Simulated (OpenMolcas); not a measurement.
Predicting a hybrid from its neighbours: GaF

The species is GaF (2 atoms), meant as a singlet with charge 0. SMILES: `[F][Ga]`. The coordinates come from a PBE0-D4/def2-TZVP relaxation.

The dipole moment y, in D, basis def2-TZVPPD; a is the functional's share of exact exchange. Programs: OpenMolcas 26.06.

| functional | program | a | y (D) |
| --- | --- | --- | --- |
| PBE | OpenMolcas | 0 | 2.21 |
| BLYP | OpenMolcas | 0 | 2.29 |
| B3LYP | OpenMolcas | 0.2 | 2.39 |
| PBE0 | OpenMolcas | 0.25 | ? |
| BHLYP | OpenMolcas | 0.5 | 2.47 |

Question: Fit y = c + s·a to the known rows and predict PBE0.

Answer: 
1. Means of the 4 rows: a = 0.1750, y = 2.340.
2. Σ(Δa)² = 0.1675, Σ(Δa·Δy) = 0.075, so the slope is 0.075/0.1675 = 0.44776.
3. Intercept: 2.340 − (0.44776) × 0.1750 = 2.262. The largest residual of the fit is 0.052.
4. PBE0: 2.262 + (0.44776) × 0.25 = 2.37 D.

The run gave 2.31 D, so the prediction is off by +0.06 D, about the scatter of the fit. More exact exchange makes the molecule more polar here. The rows mix families of semi-local functionals, which the line can't see.

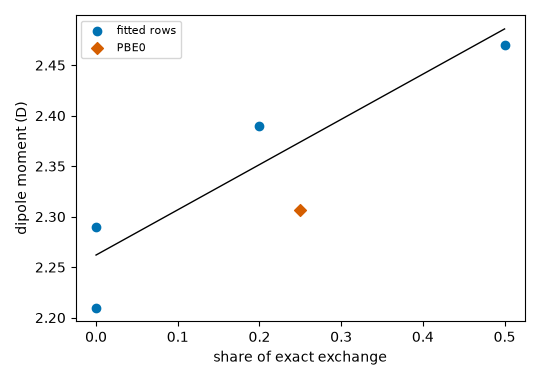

The fitted line, with the withheld row.
